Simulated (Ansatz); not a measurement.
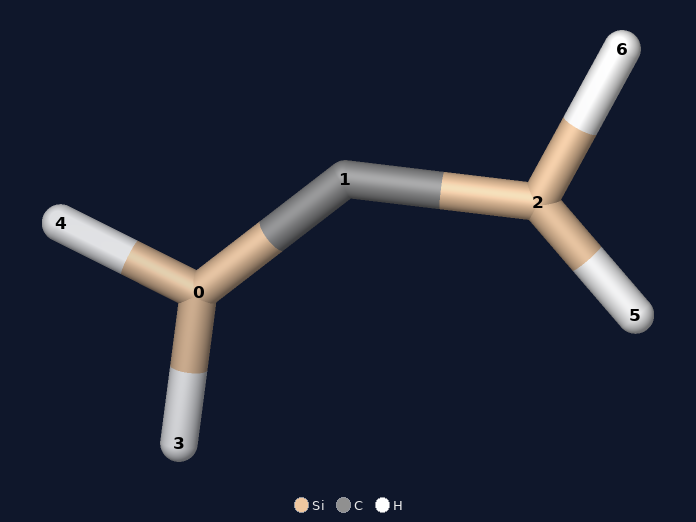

The structure as it stands in the input. Atoms are numbered from 0, in the order of the input.

The calculation was set up as follows.

```yaml
crystal:
  periodic: [false, false, false]
  atoms:
    - {symbol: Si, position_ang: [-1.328547, 0.370693, -0.838184]}
    - {symbol: C, position_ang: [0.389144, 0.224661, -0.475482]}
    - {symbol: Si, position_ang: [1.300552, -0.363622, 0.907385]}
    - {symbol: H, position_ang: [-2.567149, 0.218273, -0.136021]}
    - {symbol: H, position_ang: [-1.662028, 0.670889, -2.167990]}
    - {symbol: H, position_ang: [1.022978, -0.747585, 2.173783]}
    - {symbol: H, position_ang: [2.875010, -0.501847, 0.580906]}
basis:
  gaussian: {orbitals: def2-SVPD}
hamiltonian: {xc: pbe, dispersion: d4}
relax: {f_tol: 0.2, max_steps: 5, max_displacement: 0.5}
```

Command:

```sh
ansatz run in.yaml --threads 2 --pin off --events-out ev --progress --plain --max-ram 3481MiB
```

Output:

```
Functional definition: PBE
  name "PBE"
  cite "Perdew, Burke & Ernzerhof, Phys. Rev. Lett. 77, 3865 (1996) doi:10.1103/PhysRevLett.77.3865"
  parent pbe
  parameter kappa = 0.804
  parameter beta = 0.06672455060314922
  exchange = pbe_x(kappa = kappa, mu = beta*pi^2/3)
  correlation = pbe_c(beta = beta)
881 factors; their error is unknown
mean field evaluation 1: about -16822.8893 eV, gradient 7.2e1 eV
mean field evaluation 2: about -16749.7239 eV, gradient 1.2e2 eV
mean field evaluation 4: about -16836.8054 eV, gradient 1.2e1 eV
mean field evaluation 8: about -16837.2346 eV, gradient 1.2e-1 eV
mean field evaluation 16: about -16837.2125 eV, gradient 1.8e-4 eV
mean field -16837.21253244 eV, -618.7561478947 hartree, gradient 3.1e-5 eV, S^2 0.000000; 1 other end points of the search recorded, 0 dependent functions left out
the calculation of the forces begins
reference -16837.21257422 eV, -618.7561494300 hartree; 19, 19 occupied and 81, 81 virtual orbitals, 881 factors
relax step   1: F+E_penalty+E_count = -16837.37254487 eV  Δ(F+E_penalty+E_count) = +0.000e0 eV  max|allowed force component| = 4.858e0 eV/Å  Δτ_max = 0.0000 Å  (41 SCF iters, accepted)
these checks for a lower state are left out or cut short: starts, cluster_reference, orbital_swaps, neighbouring_geometries, increment
881 factors; their error is unknown
mean field -16837.75486710 eV, -618.7760783258 hartree, gradient 1.6e-5 eV, S^2 0.000000; 0 other end points of the search recorded, 0 dependent functions left out
the calculation of the forces begins
reference -16837.75490904 eV, -618.7760798669 hartree; 19, 19 occupied and 81, 81 virtual orbitals, 881 factors
relax step   2: F+E_penalty+E_count = -16837.91549726 eV  Δ(F+E_penalty+E_count) = -5.430e-1 eV  max|allowed force component| = 1.712e0 eV/Å  Δτ_max = 0.1162 Å  (30 SCF iters, accepted)
these checks for a lower state are left out or cut short: starts, cluster_reference, orbital_swaps, neighbouring_geometries, increment
881 factors; their error is unknown
mean field evaluation 32: about -16837.8673 eV, gradient 2.2e-1 eV
mean field -16837.86803461 eV, -618.7802371550 hartree, gradient 1.4e-5 eV, S^2 0.000000; 0 other end points of the search recorded, 0 dependent functions left out
the calculation of the forces begins
reference -16837.86807725 eV, -618.7802387222 hartree; 19, 19 occupied and 81, 81 virtual orbitals, 881 factors
relax step   3: F+E_penalty+E_count = -16838.03030015 eV  Δ(F+E_penalty+E_count) = -1.148e-1 eV  max|allowed force component| = 2.154e-1 eV/Å  Δτ_max = 0.1434 Å  (31 SCF iters, accepted)
these checks for a lower state are left out or cut short: starts, cluster_reference, orbital_swaps, neighbouring_geometries, increment
881 factors; their error is unknown
mean field -16837.88108683 eV, -618.7807168153 hartree, gradient 1.7e-5 eV, S^2 0.000000; 0 other end points of the search recorded, 0 dependent functions left out
the calculation of the forces begins
reference -16837.88112931 eV, -618.7807183763 hartree; 19, 19 occupied and 81, 81 virtual orbitals, 881 factors
relax step   4: F+E_penalty+E_count = -16838.04405801 eV  Δ(F+E_penalty+E_count) = -1.376e-2 eV  max|allowed force component| = 2.276e-1 eV/Å  Δτ_max = 0.0990 Å  (30 SCF iters, accepted)
these checks for a lower state are left out or cut short: starts, cluster_reference, orbital_swaps, neighbouring_geometries, increment
881 factors; their error is unknown
mean field -16837.75581080 eV, -618.7761130061 hartree, gradient 1.8e-5 eV, S^2 0.000000; 0 other end points of the search recorded, 0 dependent functions left out
the calculation of the forces begins
reference -16837.75585503 eV, -618.7761146315 hartree; 19, 19 occupied and 81, 81 virtual orbitals, 881 factors
relax step   5: F+E_penalty+E_count = -16837.92200220 eV  Δ(F+E_penalty+E_count) = +1.221e-1 eV  max|allowed force component| = 1.129e0 eV/Å  Δτ_max = 0.4846 Å  (39 SCF iters, rejected (line search))
Error: geometry relaxation did not converge after 5 steps: max|allowed force component| = 2.28e-1 eV/Å (threshold 2.0e-1). Raise `relax.max_steps` over both its present limit and 5, loosen `relax.f_tol`, or start from a geometry closer to equilibrium. Where this run's directory can be resumed (`checkpoint.write`), a resume goes on for up to `relax.max_steps` more
```

The run did not converge.
